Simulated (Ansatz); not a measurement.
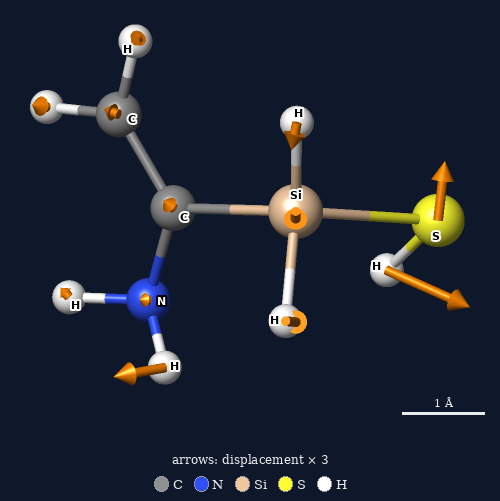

A relaxation of C2H7NSSi. The starting structure is drawn; orange arrows show the displacements, magnified 3 times. The two geometries are superimposed by the best rigid fit.

The picture is a ball-and-stick view, seen at a tilt.

The run prepares the start of a later molecular dynamics calculation, from a guessed geometry.

The calculation used RKS PBE0/STO-3G (Ansatz 0.2.0).

The input:
```yaml
crystal:
  periodic: [false, false, false]
  atoms:
    - { symbol: C, position_ang: [0.5689, 1.5887, 0.2565] }
    - { symbol: C, position_ang: [-0.1256, 0.4512, 0.2105] }
    - { symbol: "N", position_ang: [-1.5401, 0.373, 0.2527] }
    - { symbol: Si, position_ang: [0.9418, -1.1671, 0.046] }
    - { symbol: S, position_ang: [0.4914, -1.9114, -1.9489] }
    - { symbol: H, position_ang: [-0.024, 2.5864, 0.3132] }
    - { symbol: H, position_ang: [1.6298, 1.7146, 0.1915] }
    - { symbol: H, position_ang: [-1.8231, -0.4475, 0.723] }
    - { symbol: H, position_ang: [-1.952, 1.2331, 0.658] }
    - { symbol: H, position_ang: [0.325, -2.1495, 1.0549] }
    - { symbol: H, position_ang: [2.3107, -0.9473, 0.2734] }
    - { symbol: H, position_ang: [-0.7259, -1.3793, -1.9968] }
basis:
  gaussian: { orbitals: STO-3G }
hamiltonian:
  xc: pbe0
relax:
  f_tol: 0.02
  max_steps: 40
scf:
  lower_state_search: "off"
```

Launched with:
```bash
ansatz run input.yaml --threads 1 --pin off --max-ram 2048MiB --backend cpu --events-out ev --progress --plain --runs-dir out
```

Which element moves most?

Answer. Hydrogen: up to 0.41 Å, against 0.25 Å for sulfur.

What did the optimiser do to the structure, and how much energy did it gain?

Answer. The energy falls by 14.4 kcal/mol in 10 geometry steps. The largest force component goes from 4.3 to 0.018 eV/Å. The largest move after the best rigid fit is that of H12, 0.41 Å. By element the largest moves are H 0.41 Å, S 0.25 Å, Si 0.15 Å, C 0.08 Å, N 0.05 Å. Near-neighbour distances that change, for instance: Si4–H10 1.537 → 1.450 Å, C2–Si4 1.946 → 1.873 Å, C1–H6 1.162 → 1.093 Å, N3–H8 0.987 → 1.049 Å. Bond angles that change, for instance: C2–Si4–S5 104.4° → 112.6°, C1–C2–Si4 115.3° → 122.8°, H8–N3–H9 112.9° → 106.5°. Groups turn about Si4–S5 by about 25°.

Limits of the set-up: STO-3G is a minimal basis, so the numbers are rough.
